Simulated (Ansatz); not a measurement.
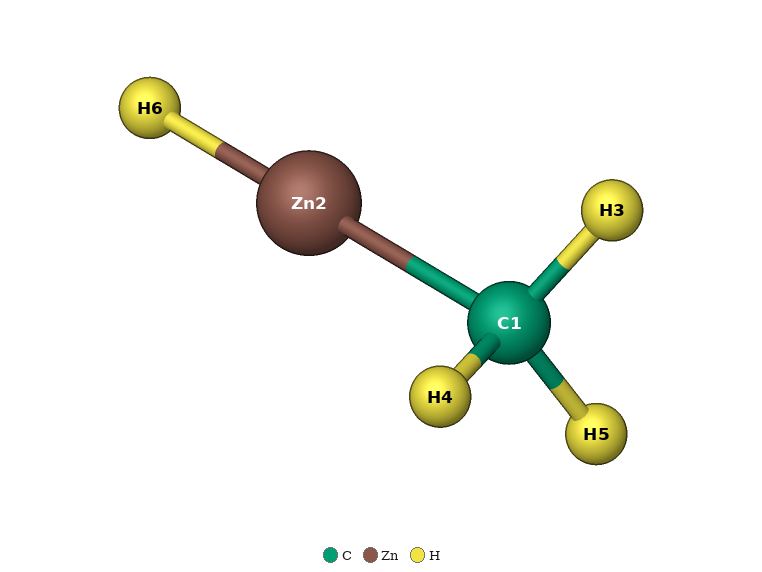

Sticks follow a distance rule. Harmonic vibrations computed with RKS PBE0-D4/def2-TZVP (Ansatz 0.2.0) at a stationary point of the same level.

**Is this a minimum or a saddle point?**

A minimum: no imaginary frequency, and the lowest mode lies at 431 cm⁻¹.

**How many vibrational modes are there, and where do they lie?**

12 modes: 431, 431, 560, 698, 698, 1200, 1446, 1446, 1893, 3043, 3127, 3127 cm⁻¹.
